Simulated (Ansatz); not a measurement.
## Electronic structure of BCl₃H₁₀OSi₄ in real space

Input

```
crystal:
  periodic: [false, false, false]
  atoms:
    - {symbol: B, position_ang: [0.595080, -1.454762, 1.912769]}
    - {symbol: Cl, position_ang: [0.300557, -0.388984, 3.829395]}
    - {symbol: Cl, position_ang: [2.214066, -2.166372, 1.904083]}
    - {symbol: Cl, position_ang: [-0.784708, -2.549968, 1.677539]}
    - {symbol: H, position_ang: [0.290344, 0.271535, 2.478568]}
    - {symbol: O, position_ang: [0.471555, -0.143218, 1.306178]}
    - {symbol: Si, position_ang: [-0.029329, 0.264445, -0.285416]}
    - {symbol: Si, position_ang: [0.432845, 2.547511, -0.505357]}
    - {symbol: Si, position_ang: [1.242535, -1.003287, -1.791613]}
    - {symbol: Si, position_ang: [-2.326916, -0.136668, -0.554245]}
    - {symbol: H, position_ang: [1.885988, 2.808802, -0.337940]}
    - {symbol: H, position_ang: [-0.328016, 3.328080, 0.506612]}
    - {symbol: H, position_ang: [0.004903, 2.960009, -1.867979]}
    - {symbol: H, position_ang: [0.789366, -0.606123, -3.153768]}
    - {symbol: H, position_ang: [0.996353, -2.453908, -1.592030]}
    - {symbol: H, position_ang: [2.690788, -0.704116, -1.647047]}
    - {symbol: H, position_ang: [-2.799183, 0.772786, -1.635526]}
    - {symbol: H, position_ang: [-2.604439, -1.539591, -0.950249]}
    - {symbol: H, position_ang: [-3.041690, 0.193728, 0.706028]}
basis:
  gaussian: {orbitals: def2-TZVPP}
hamiltonian: {xc: pbe0, dispersion: d4}
output: {orbitals: {seedname: orbitals}}
```

Launched as:

```sh
ansatz run in.yaml --threads 4 --pin off --events-out ev --progress --plain --max-ram 63488MiB --backend cuda --devices 0, --max-vram 37GiB
```

A transition-state structure; geometry: PBE0-D4/def2-TZVP.

These are results of RKS PBE0-D4/def2-TZVPP in Ansatz, not measurements.

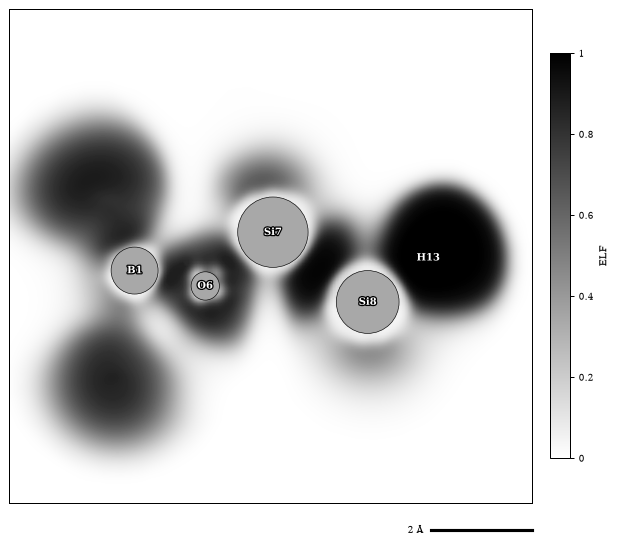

Figure 1. Electron localisation function on the plane of atoms O6, Si7 and Si8. Grey discs cover the atomic cores.

**What do the fields say about this system?**

The section cuts through B, O, Si and H sites.
B–O (1.45 Å): the ELF peaks at about 0.90 between the atoms; a shared but strongly polarised pair.
Si–O (1.72 Å): the ELF peaks at about 0.90 between the atoms; a polar covalent bond.
Si–Si (2.34 Å): the ELF peaks at about 1 between the atoms; a shared electron pair.
Si–H (1.49 Å): the ELF climbs to about 1 towards the hydrogen, as it does in any bond to H.
The ELF also peaks beside Cl2 and Cl4, away from the bonds: lone-pair regions.

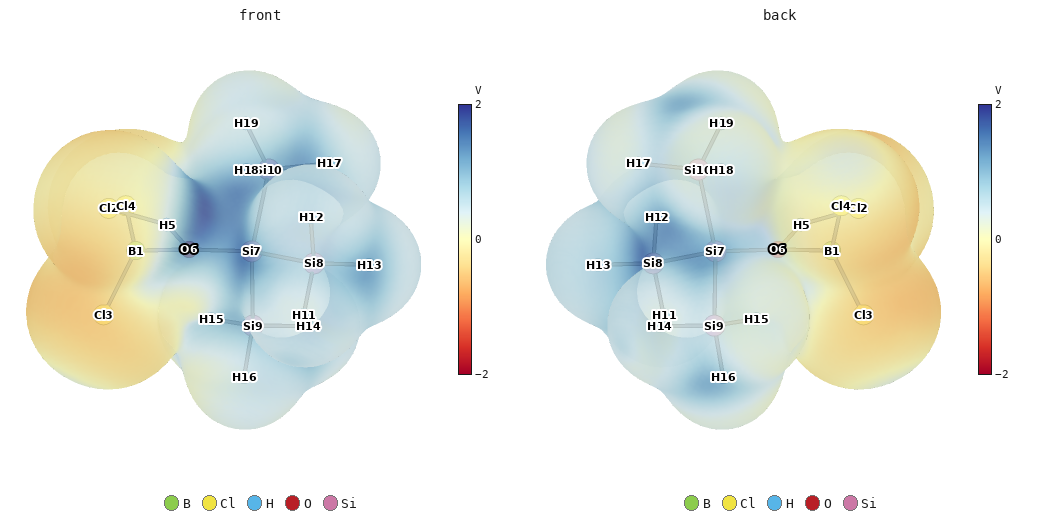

Figure 2. The electrostatic potential painted on the density surface at 0.002 e/bohr³, seen from the front and from behind; red is negative and blue positive.

**Describe the electrostatic potential map.**

The most negative region (about −0.6 V) lies over Cl2 and Cl3, the most positive (about +1.6 V) over H5 and Si7. Cl3 shows a σ-hole: about +0.3 V at the tip opposite its bond, against about −0.3 V on its flanks. Cl4 shows a σ-hole: about +0.3 V at the tip opposite its bond, against about −0.3 V on its flanks.

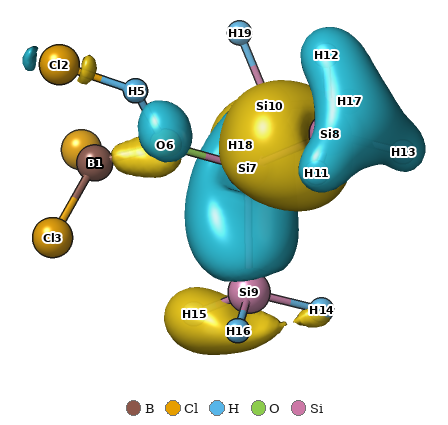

Figure 3. The HOMO−1 at ±0.1 Å⁻³ᐟ² (yellow and cyan are the two phases), seen across its widest extent.

**Describe this orbital and give its energy.**

It lies mainly on Si7 (about 30 %), Si8 (about 25 %), Si9 (about 15 %) and Si10 (about 5 %). Its energy is −8.29 eV.
